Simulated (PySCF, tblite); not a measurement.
# C₅H₈: changes of charge, electronic excitations, EPR parameters

Aim: compute the changes of charge, electronic excitations, EPR parameters of C₅H₈ (`C=C=CCC`).

Programs: tblite 0.8.0 and PySCF 2.14.0, with routines of our own; each step states its level. All values are computed. Atoms count from 0.

### Step 1. The system as given

13 atoms, charge 0, multiplicity 1; geometry from: start built from the parent or by distance geometry.

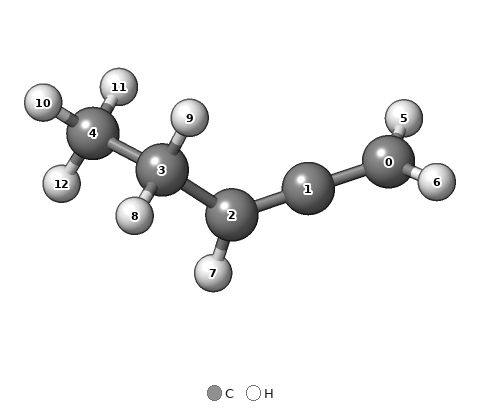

The starting geometry (carbon grey, hydrogen white).

### Step 2. Optimising the geometry with GFN2-xTB

The job: settings as JSON, then the geometry in Å.

```
{"job": {"kind": "relax", "xc": "GFN2-xTB", "basis": "xTB"}, "charge": 0, "multiplicity": 1}
C      2.736900    -0.094500    -0.241700
C      1.454400    -0.328300    -0.471100
C      0.223600    -0.593000    -0.657500
C     -0.890100    -0.378400     0.325900
C     -1.821700     0.737500    -0.040700
H      3.116600     0.896800    -0.432200
H      3.383000    -0.857000     0.122400
H     -0.074800    -0.947600    -1.634300
H     -1.452000    -1.330300     0.425700
H     -0.477800    -0.191000     1.344100
H     -2.622300     0.850600     0.683000
H     -1.287100     1.685500    -0.116700
H     -2.297400     0.550500    -1.006800
```

The run is started by

```bash
OMP_NUM_THREADS=1 python redox_run.py task.json out
```

This one command runs all jobs of the session in turn.

What it wrote:

```text
step      E/eV     max force
  0    -400.11189    3.311
  1    -400.04934    6.221
  2    -400.19646    0.271
  3    -400.20011    0.168
  4    -400.20487    0.159
  5    -400.20766    0.129
  6    -400.20854    0.069
  7    -400.20899    0.051
  8    -400.20927    0.046
  9    -400.20949    0.036
 10    -400.20967    0.041
 11    -400.20984    0.041
 12    -400.21000    0.038
 13    -400.21018    0.038
 14    -400.21036    0.038
 15    -400.21051    0.037
 16    -400.21064    0.031
 17    -400.21073    0.022
 18    -400.21080    0.021
 19    -400.21087    0.022
 20    -400.21093    0.022
 21    -400.21099    0.020
 22    -400.21104    0.018
 23    -400.21108    0.018
 24    -400.21112    0.019
 25    -400.21117    0.017
 26    -400.21121    0.016
 27    -400.21125    0.016
 28    -400.21127    0.013
 29    -400.21129    0.011
 30    -400.21130    0.012
 31    -400.21132    0.011
 32    -400.21133    0.010
 33    -400.21134    0.010
 34    -400.21135    0.013
 35    -400.21137    0.012
 36    -400.21139    0.012
 37    -400.21142    0.014
 38    -400.21145    0.019
 39    -400.21150    0.026
 40    -400.21156    0.026
 41    -400.21161    0.018
 42    -400.21164    0.012
 43    -400.21167    0.017
 44    -400.21171    0.024
 45    -400.21176    0.024
 46    -400.21180    0.016
 47    -400.21184    0.016
 48    -400.21188    0.021
 49    -400.21193    0.029
 50    -400.21199    0.026
 51    -400.21203    0.018
 52    -400.21207    0.018
 53    -400.21211    0.019
 54    -400.21217    0.026
 55    -400.21222    0.024
 56    -400.21225    0.012
 57    -400.21227    0.012
 58    -400.21229    0.014
 59    -400.21231    0.013
 60    -400.21232    0.009
```

Wall time 0.58 s (1 thread of Intel Xeon Platinum 8275CL at 3.00GHz, shared host).

The steps of the relaxation: (not every step is listed) (the energy doesn't fall at every step)

```
step  energy from step 0 (eV)  largest force (eV/Å)
   0                   0.0000                3.3110
   1                   0.0626                6.2207
   2                  -0.0846                0.2706
   3                  -0.0882                0.1681
   4                  -0.0930                0.1585
   5                  -0.0958                0.1287
   6                  -0.0967                0.0693
   7                  -0.0971                0.0510
   8                  -0.0974                0.0464
  12                  -0.0981                0.0379
  16                  -0.0987                0.0309
  20                  -0.0990                0.0223
  24                  -0.0992                0.0189
  28                  -0.0994                0.0132
  32                  -0.0994                0.0102
  36                  -0.0995                0.0124
  40                  -0.0997                0.0262
  44                  -0.0998                0.0240
  48                  -0.1000                0.0207
  52                  -0.1002                0.0177
  55                  -0.1003                0.0235
  56                  -0.1004                0.0122
  57                  -0.1004                0.0118
  58                  -0.1004                0.0144
  59                  -0.1004                0.0134
  60                  -0.1004                0.0095
```

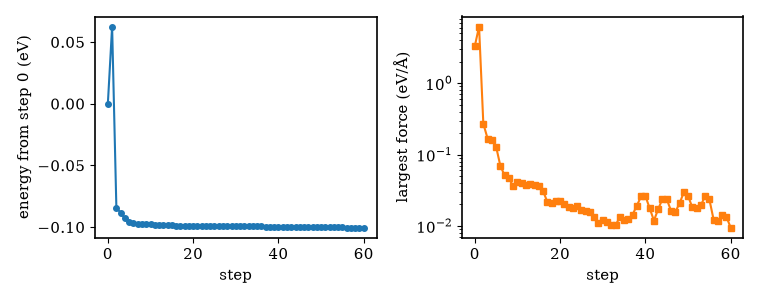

Energy and largest force along the relaxation.

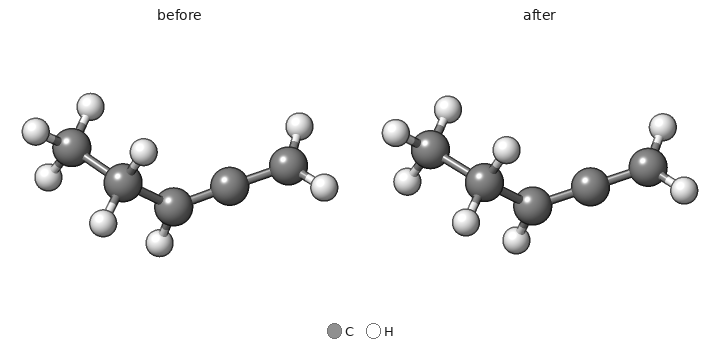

The geometry before (left) and after (right).

Distances of close pairs at the start and the end, largest changes first:

```
  bond  before (Å)  after (Å)  change (Å)
 C0–C1       1.324      1.294      -0.029
 C3–C4       1.499      1.527      +0.028
 C1–C2       1.273      1.296      +0.023
 C3–H9       1.114      1.092      -0.023
 C3–H8       1.110      1.094      -0.016
 C0–H6       1.064      1.079      +0.015
C4–H12       1.093      1.088      -0.005
C4–H11       1.091      1.088      -0.003
```

The next job starts from the end point, and lists it.

### Step 3. Harmonic vibrations with GFN2-xTB

The job: settings as JSON, then the geometry in Å.

```
{"job": {"kind": "ir", "xc": "GFN2-xTB", "basis": "xTB"}, "charge": 0, "multiplicity": 1}
C      2.722242    -0.117402    -0.223696
C      1.468848    -0.324939    -0.471920
C      0.209139    -0.538730    -0.689555
C     -0.864058    -0.370681     0.350012
C     -1.855756     0.717486    -0.056299
H      3.176495     0.851512    -0.358200
H      3.371903    -0.907233     0.119437
H     -0.128495    -0.840003    -1.673388
H     -1.397341    -1.318786     0.466666
H     -0.406458    -0.115921     1.307689
H     -2.627337     0.827872     0.702531
H     -1.343945     1.670488    -0.172027
H     -2.334014     0.467309    -1.001214
```

What it wrote:

```text
mode    cm-1     km/mol
  1      59.2      0.09
  2     163.1      0.38
  3     232.6      0.18
  4     297.5      0.48
  5     323.2      1.81
  6     514.4      0.89
  7     563.4      2.67
  8     818.1      7.87
  9     845.1     30.34
 10     856.0     10.99
 11     915.6     13.78
 12     975.2      0.74
 13    1049.1      0.78
 14    1083.5      2.27
 15    1096.2      0.58
 16    1176.0      0.03
 17    1238.5      0.27
 18    1298.0      8.93
 19    1342.6      0.20
 20    1409.9      0.69
 21    1449.9      4.23
 22    1479.3      0.57
 23    1500.4      2.24
 24    1505.0      2.03
 25    2099.6    105.99
 26    2947.8     45.11
 27    2987.8     20.86
 28    3026.8      1.68
 29    3031.3     52.87
 30    3032.1     88.87
 31    3037.0     27.99
 32    3070.5     25.32
 33    3075.9     23.50
ZPE 290.098  H(298)-E 309.512  G(298)-E 213.276 kJ/mol  S 322.78 J/(mol K)
```

Wall time 0.33 s (1 thread of Intel Xeon Platinum 8275CL at 3.00GHz, shared host).

Which atoms move in the most intense modes:

```
cm⁻¹  km/mol                         atoms
 845    30.3     H5 37 %, H6 35 %, C0 20 %
2100   106.0     C1 67 %, C2 17 %, C0 15 %
2948    45.1                       H8 91 %
3031    52.9  H10 55 %, H11 22 %, H12 14 %
3032    88.9   H7 47 %, H12 24 %, H10 16 %
3037    28.0  H11 69 %, H12 14 %, H10 13 %
3070    25.3              H6 68 %, H5 27 %
3076    23.5              H5 66 %, H6 25 %
```

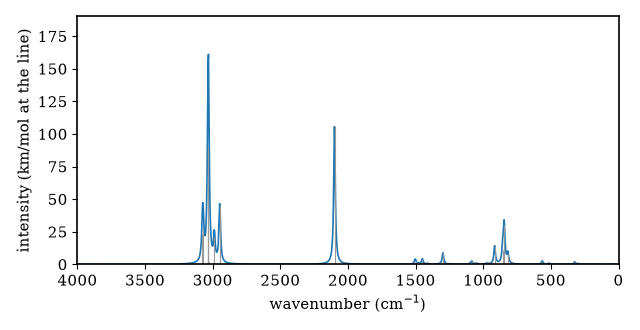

The infrared spectrum from these modes, unscaled. Lines are broadened to a width of 14 cm⁻¹ (Lorentzian).

### Step 4. Geometry optimisation at PBE0-D3(BJ)/def2-SVP

Settings changed since step 3:

```diff
@@ -1,2 +1,2 @@
-{"job": {"kind": "ir", "xc": "GFN2-xTB", "basis": "xTB"}, "charge": 0, "multiplicity": 1}
+{"job": {"xc": "PBE0", "basis": "def2-SVP", "d3": "d3bj", "grid": 1, "kind": "geom"}, "charge": 0, "multiplicity": 1}
 C      2.722242    -0.117402    -0.223696
```

What it wrote:

```text
step   0  E = -194.90643189  max force = 0.014403
step   1  E = -194.90826694  max force = 0.002678
step   2  E = -194.90829032  max force = 0.000170
step   3  E = -194.90829198  max force = 0.000196
optimisation converged
```

Wall time 17 s (1 thread of Intel Xeon Platinum 8275CL at 3.00GHz, shared host).

Step by step:

```
step  energy from step 0 (eV)  largest force component (eV/Å)
   0                   0.0000                          0.7406
   1                  -0.0499                          0.1377
   2                  -0.0506                          0.0087
   3                  -0.0506                          0.0101
```

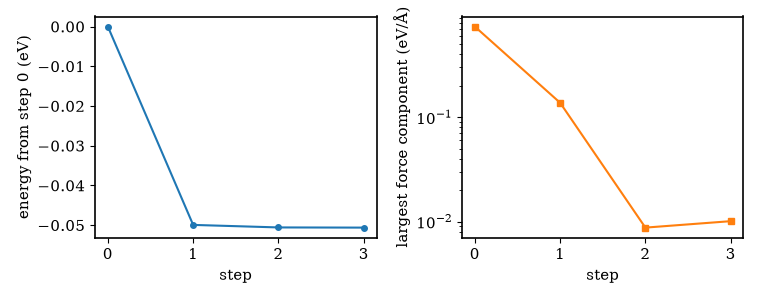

Energy and force, step by step.

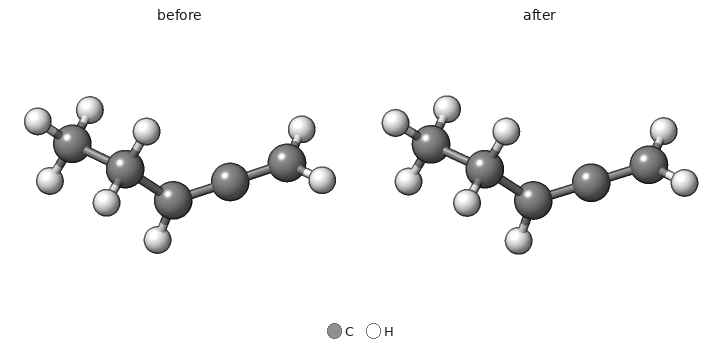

The geometry before (left) and after (right).

Distances of close pairs at the start and the end, largest changes first:

```
  bond  before (Å)  after (Å)  change (Å)
 C0–H5       1.079      1.095      +0.017
 C0–H6       1.079      1.095      +0.017
 C2–H7       1.083      1.099      +0.016
 C0–C1       1.294      1.309      +0.014
 C1–C2       1.296      1.310      +0.014
C4–H12       1.088      1.102      +0.013
C4–H10       1.088      1.101      +0.013
C4–H11       1.088      1.101      +0.013
```

The end geometry stands in the next job.

```
                         at the end point                 value
  point group (found at 0.08 Å tolerance)                    C1
rotational constants (GHz, main isotopes)  17.785, 2.272, 2.232
                        dipole moment (D)                  0.44
```

### Step 5. Harmonic vibrations (C5H8): PBE0-D3(BJ)/def2-SVP

The job: settings as JSON, then the geometry in Å.

```
{"job": {"xc": "PBE0", "basis": "def2-SVP", "d3": "d3bj", "grid": 2, "kind": "hessian"}, "charge": 0, "multiplicity": 1}
C      2.764536    -0.127536    -0.252535
C      1.489592    -0.327786    -0.469751
C      0.211618    -0.530238    -0.675520
C     -0.870595    -0.353790     0.354921
C     -1.885965     0.713449    -0.037612
H      3.220490     0.856761    -0.405302
H      3.418702    -0.937979     0.087080
H     -0.104599    -0.835601    -1.682993
H     -1.389185    -1.319416     0.491326
H     -0.411852    -0.106665     1.324727
H     -2.682222     0.801324     0.717217
H     -1.403764     1.697509    -0.140508
H     -2.363938     0.476490    -1.001461
```

What it wrote:

```text
coarse grid: 10392 points
cycle   1  E = -194.8484927768  dE =  3.522e-01  |g| = 3.087e-01  |ddm| = 3.663e+00
cycle   2  E = -194.8521340065  dE = -3.641e-03  |g| = 3.003e-01  |ddm| = 6.659e-01
cycle   3  E = -194.8771242821  dE = -2.499e-02  |g| = 3.089e-02  |ddm| = 3.327e-01
cycle   4  E = -194.8772298831  dE = -1.056e-04  |g| = 2.314e-02  |ddm| = 5.786e-02
cycle   5  E = -194.8773723146  dE = -1.424e-04  |g| = 6.202e-03  |ddm| = 2.661e-02
cycle   6  E = -194.8773823394  dE = -1.002e-05  |g| = 1.131e-03  |ddm| = 6.811e-03
cycle   7  E = -194.8773826676  dE = -3.282e-07  |g| = 1.136e-04  |ddm| = 1.304e-03
final grid: 99016 points
cycle   8  E = -194.9082675374  dE = -1.799e-05  |g| = 6.288e-03  |ddm| = 2.633e-02
cycle   9  E = -194.9082657433  dE =  1.794e-06  |g| = 6.873e-03  |ddm| = 1.342e-02
cycle  10  E = -194.9082785242  dE = -1.278e-05  |g| = 1.008e-03  |ddm| = 7.317e-03
cycle  11  E = -194.9082788087  dE = -2.845e-07  |g| = 1.583e-04  |ddm| = 1.114e-03
cycle  12  E = -194.9082788147  dE = -5.998e-09  |g| = 5.178e-05  |ddm| = 1.978e-04
cycle  13  E = -194.9082788154  dE = -6.868e-10  |g| = 8.032e-06  |ddm| = 6.016e-05
cycle  14  E = -194.9082788154  dE = -1.614e-11  |g| = 1.453e-06  |ddm| = 1.643e-05
converged SCF energy = -194.9082788154

mode    cm-1
  1      70.9
  2     180.3
  3     263.3
  4     322.5
  5     341.1
  6     560.3
  7     596.1
  8     783.6
  9     867.3
 10     887.9
 11     900.0
 12     995.4
 13    1029.1
 14    1089.9
 15    1100.6
 16    1163.2
 17    1264.4
 18    1309.6
 19    1369.4
 20    1393.7
 21    1453.8
 22    1466.1
 23    1471.5
 24    1484.7
 25    2099.1
 26    3053.0
 27    3054.2
 28    3118.5
 29    3143.7
 30    3145.3
 31    3149.9
 32    3155.7
 33    3235.3
ZPE 296.192  H(298)-E 315.086  G(298)-E 219.916 kJ/mol  S 319.20 J/(mol K)
```

Wall time 3.2 min (1 thread of Intel Xeon Platinum 8275CL at 3.00GHz, shared host); peak memory 1.6 GiB.

Zero-point energy 296.19 kJ/mol (xTB gave 290.10).

### Step 6. Single point (C₅H₈): wB97X-D3(BJ)/ma-def2-TZVP

Geometry: PBE0-D3(BJ)/def2-SVP.

Settings changed since step 5:

```diff
@@ -1,2 +1,2 @@
-{"job": {"xc": "PBE0", "basis": "def2-SVP", "d3": "d3bj", "grid": 2, "kind": "hessian"}, "charge": 0, "multiplicity": 1}
+{"job": {"kind": "sp", "xc": "wB97X", "basis": "ma-def2-TZVP", "d3": "d3bj", "grid": 2}, "charge": 0, "multiplicity": 1}
 C      2.764536    -0.127536    -0.252535
```

What it wrote:

```text
coarse grid: 10392 points
cycle   1  E = -195.4592362917  dE =  5.918e-01  |g| = 2.134e-01  |ddm| = 2.780e+00
cycle   2  E = -195.4735983541  dE = -1.436e-02  |g| = 8.215e-02  |ddm| = 5.762e-01
cycle   3  E = -195.4752762221  dE = -1.678e-03  |g| = 3.602e-02  |ddm| = 1.538e-01
cycle   4  E = -195.4756247313  dE = -3.485e-04  |g| = 9.392e-03  |ddm| = 7.467e-02
cycle   5  E = -195.4756477473  dE = -2.302e-05  |g| = 3.233e-03  |ddm| = 1.630e-02
cycle   6  E = -195.4756510205  dE = -3.273e-06  |g| = 6.666e-04  |ddm| = 7.194e-03
final grid: 99016 points
cycle   7  E = -195.4599303935  dE = -3.715e-05  |g| = 2.485e-03  |ddm| = 8.887e-02
cycle   8  E = -195.4599313896  dE = -9.962e-07  |g| = 1.576e-03  |ddm| = 6.865e-03
cycle   9  E = -195.4599319569  dE = -5.673e-07  |g| = 2.628e-04  |ddm| = 2.010e-03
cycle  10  E = -195.4599319738  dE = -1.686e-08  |g| = 1.361e-04  |ddm| = 7.578e-04
cycle  11  E = -195.4599319786  dE = -4.866e-09  |g| = 2.564e-05  |ddm| = 2.106e-04
converged SCF energy = -195.4599319786
```

Run time: 12 s. Hardware: 1 thread of Intel Xeon Platinum 8275CL at 3.00GHz, shared host; peak memory 0.73 GiB.

### Step 7. Single point (C5H8+ (doublet)): wB97X-D3(BJ)/ma-def2-TZVP

Geometry: PBE0-D3(BJ)/def2-SVP, that of another charge or spin state.

Settings changed since step 6:

```diff
@@ -1,2 +1,2 @@
-{"job": {"kind": "sp", "xc": "wB97X", "basis": "ma-def2-TZVP", "d3": "d3bj", "grid": 2}, "charge": 0, "multiplicity": 1}
+{"job": {"kind": "sp", "xc": "wB97X", "basis": "ma-def2-TZVP", "d3": "d3bj", "grid": 2}, "charge": 1, "multiplicity": 2}
 C      2.764536    -0.127536    -0.252535
```

What it wrote:

```text
final grid: 99016 points
cycle   1  E = -195.1148386886  dE = -5.028e-09  |g| = 2.914e-05  |ddm| = 6.610e-05
converged SCF energy = -195.1148386886
```

Wall time 74 s (1 thread of Intel Xeon Platinum 8275CL at 3.00GHz, shared host); peak memory 0.82 GiB.

### Step 8. Optimising the geometry with GFN2-xTB

This step treats C₅H₈+ (doublet), labelled `[CH2][C+]=CCC` (the label fixes atoms and charge, not where charge and spin sit).

The job: settings as JSON, then the geometry in Å.

```
{"job": {"kind": "relax", "xc": "GFN2-xTB", "basis": "xTB"}, "charge": 1, "multiplicity": 2}
C      2.780800    -0.133700    -0.257800
C      1.478900    -0.319100    -0.492800
C      0.229100    -0.537900    -0.672300
C     -0.873100    -0.339200     0.334300
C     -1.889200     0.709600    -0.026300
H      3.209500     0.855000    -0.414100
H      3.419100    -0.932200     0.076100
H     -0.093200    -0.826600    -1.678000
H     -1.380200    -1.326300     0.490100
H     -0.421200    -0.109300     1.330000
H     -2.689100     0.797400     0.710300
H     -1.412200     1.690800    -0.140600
H     -2.375100     0.478800    -0.984900
```

What it wrote:

```text
step      E/eV     max force
  0    -386.48399    4.821
  1    -386.61671    5.528
  2    -386.73890    1.323
  3    -386.76011    0.409
  4    -386.77913    0.588
  5    -386.79038    0.498
  6    -386.79637    0.203
  7    -386.79831    0.115
  8    -386.80021    0.178
  9    -386.80194    0.175
 10    -386.80363    0.147
 11    -386.80493    0.085
 12    -386.80600    0.089
 13    -386.80709    0.107
 14    -386.80845    0.149
 15    -386.81007    0.139
 16    -386.81168    0.109
 17    -386.81309    0.105
 18    -386.81453    0.118
 19    -386.81623    0.108
 20    -386.81810    0.119
 21    -386.81995    0.122
 22    -386.82177    0.112
 23    -386.82370    0.122
 24    -386.82581    0.137
 25    -386.82787    0.132
 26    -386.82979    0.143
 27    -386.83203    0.144
 28    -386.83505    0.151
 29    -386.83872    0.190
 30    -386.84279    0.166
 31    -386.84727    0.218
 32    -386.85277    0.245
 33    -386.86068    0.224
 34    -386.86877    0.296
 35    -386.84926    0.594
 36    -386.87359    0.304
 37    -386.87524    0.199
 38    -386.87800    0.139
 39    -386.88275    0.154
 40    -386.88567    0.161
 41    -386.89008    0.106
 42    -386.89168    0.131
 43    -386.89409    0.170
 44    -386.89563    0.141
 45    -386.89664    0.090
 46    -386.89725    0.080
 47    -386.89800    0.143
 48    -386.89900    0.169
 49    -386.89965    0.109
 50    -386.90028    0.063
 51    -386.90097    0.103
 52    -386.90181    0.161
 53    -386.90287    0.170
 54    -386.90391    0.107
 55    -386.90473    0.068
 56    -386.90530    0.079
 57    -386.90575    0.102
 58    -386.90614    0.075
 59    -386.90647    0.049
 60    -386.90674    0.046
 61    -386.90706    0.073
 62    -386.90761    0.106
 63    -386.90853    0.127
 64    -386.90970    0.116
 65    -386.91074    0.084
 66    -386.91155    0.092
 67    -386.91252    0.086
 68    -386.91370    0.088
 69    -386.91505    0.083
 70    -386.91619    0.103
 71    -386.91735    0.101
 72    -386.91844    0.083
 73    -386.91955    0.060
 74    -386.92001    0.048
 75    -386.92025    0.042
 76    -386.92044    0.036
 77    -386.92069    0.032
 78    -386.92087    0.027
 79    -386.92095    0.033
 80    -386.92110    0.034
 81    -386.92137    0.060
 82    -386.92171    0.070
 83    -386.92202    0.054
 84    -386.92226    0.041
 85    -386.92250    0.040
 86    -386.92283    0.055
 87    -386.92320    0.054
 88    -386.92364    0.061
 89    -386.92405    0.046
 90    -386.92434    0.040
 91    -386.92455    0.036
 92    -386.92486    0.042
 93    -386.92524    0.042
 94    -386.92568    0.051
 95    -386.92606    0.049
 96    -386.92636    0.045
 97    -386.92655    0.044
 98    -386.92671    0.027
 99    -386.92686    0.037
100    -386.92700    0.020
101    -386.92709    0.020
102    -386.92714    0.022
103    -386.92719    0.022
104    -386.92725    0.019
105    -386.92729    0.016
106    -386.92734    0.016
107    -386.92738    0.019
108    -386.92743    0.030
109    -386.92750    0.035
110    -386.92759    0.035
111    -386.92771    0.023
112    -386.92782    0.039
113    -386.92792    0.035
114    -386.92804    0.029
115    -386.92816    0.020
116    -386.92821    0.014
117    -386.92825    0.009
```

It took 0.6 s on 1 thread of Intel Xeon Platinum 8275CL at 3.00GHz, shared host.

Relaxation path: (not every step is listed)

```
step  energy from step 0 (eV)  largest force (eV/Å)
   0                   0.0000                4.8208
   1                  -0.1327                5.5275
   2                  -0.2549                1.3228
   3                  -0.2761                0.4089
   4                  -0.2951                0.5877
   5                  -0.3064                0.4977
   6                  -0.3124                0.2031
   7                  -0.3143                0.1148
   8                  -0.3162                0.1782
  18                  -0.3305                0.1185
  28                  -0.3511                0.1509
  38                  -0.3940                0.1390
  48                  -0.4150                0.1694
  58                  -0.4221                0.0751
  68                  -0.4297                0.0878
  78                  -0.4369                0.0269
  88                  -0.4396                0.0613
  98                  -0.4427                0.0266
 108                  -0.4434                0.0297
 112                  -0.4438                0.0391
 113                  -0.4439                0.0350
 114                  -0.4441                0.0294
 115                  -0.4442                0.0205
 116                  -0.4442                0.0142
 117                  -0.4443                0.0091
```

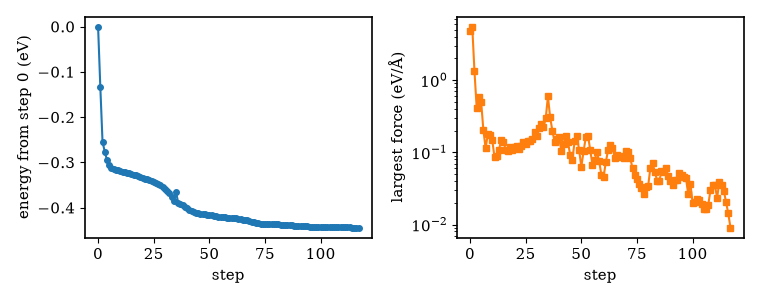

Energy and largest force along the relaxation.

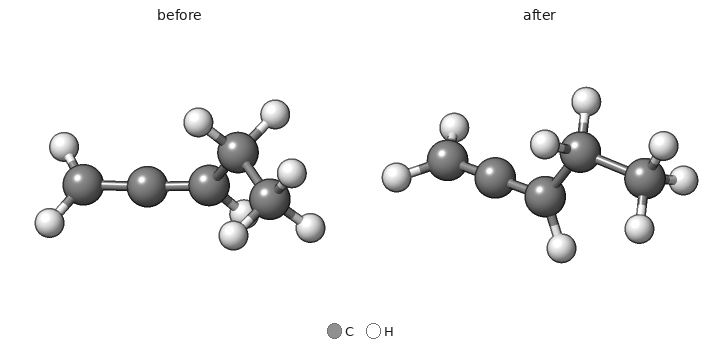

The geometry before (left) and after (right).

Distances of close pairs at the start and the end, largest changes first:

```
  bond  before (Å)  after (Å)  change (Å)
 C0–C1       1.336      1.280      -0.056
 C1–C2       1.281      1.329      +0.048
 C2–C3       1.506      1.472      -0.034
 C3–H8       1.121      1.098      -0.023
 C3–H9       1.117      1.108      -0.010
 C0–H6       1.075      1.084      +0.009
C4–H11       1.097      1.089      -0.008
 C2–H7       1.095      1.087      -0.008
```

The end geometry stands in the next job.

[end of part 1 of 3]
